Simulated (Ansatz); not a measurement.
H$_{2}$Mg$_{2}$O$_{3}$

```xyz
7

Mg    0.4711    0.7187   -0.8448
Mg    0.1278   -0.8059    0.8869
O     1.7744   -0.2576    0.1250
O    -0.7933   -0.8617   -0.9159
O    -0.6341    1.0694    0.8157
H    -0.6111   -1.5906   -1.5215
H    -0.3349    1.7277    1.4547
```

Geometry: r2SCAN-D4/def2-SVP.

These are results of RKS PBE0-D4/def2-TZVP (Ansatz 0.2.0), not measurements.

> What can the converged electron density and electron localisation function tell about the bonding?

O–H (0.96 Å): the density is about 3.7 e/Å³ at the midpoint; the ELF climbs to about 1 towards the hydrogen, as it does in any bond to H: a covalent bond by its length.
Mg–O (2.03 Å): ρ is about 0.39 e/Å³ halfway; the ELF peaks at about 0.90 in the valence shell of O, 0.6 Å from its nucleus, and is about 0.30 at the midpoint: an ionic contact with no shared pair.

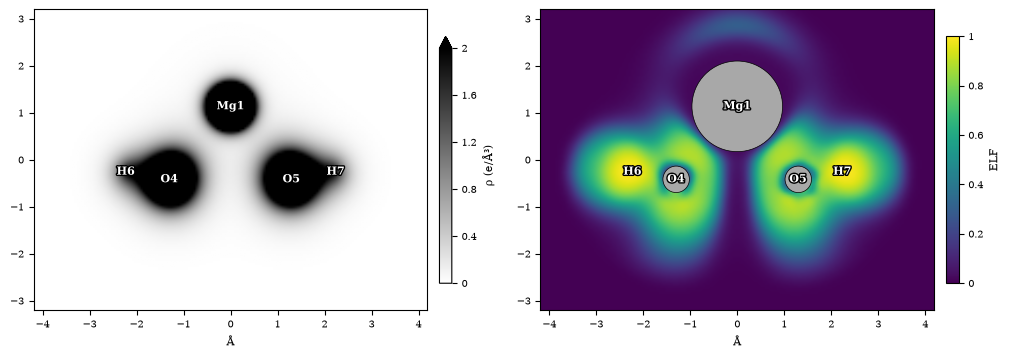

Computed electron density and electron localisation function on the plane of atoms O4, Mg1 and O5, in this order. Grey discs cover the atomic cores in the ELF map. 
